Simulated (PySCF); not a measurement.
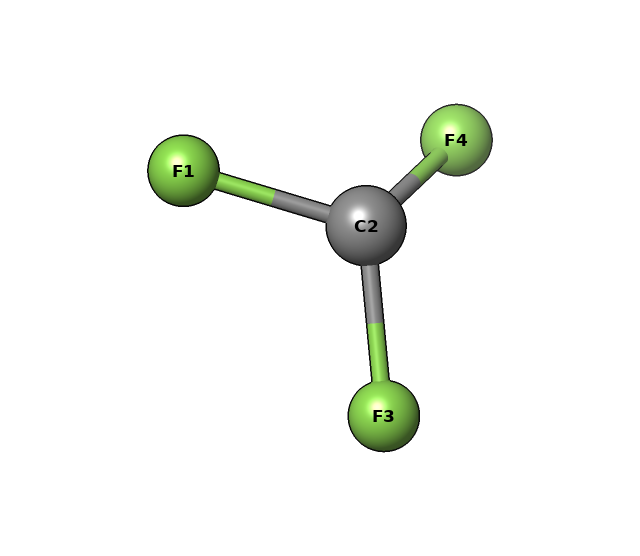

Charge 0, doublet. The computed structure is the end point of a GFN2-xTB optimisation. No frequency run is at hand to confirm it as a minimum. Properties computed with UKS B3LYP, pcH-1 on C F, non-relativistic (PySCF 2.14.0).

Give the isotropic hyperfine couplings (Fermi-contact term alone) of F1, C2, F3, F4.

| atom | isotope | a_iso (MHz) |
| --- | --- | --- |
| F1 | 19F | 392.3 |
| C2 | 13C | 735.1 |
| F3 | 19F | 392.3 |
| F4 | 19F | 392.3 |
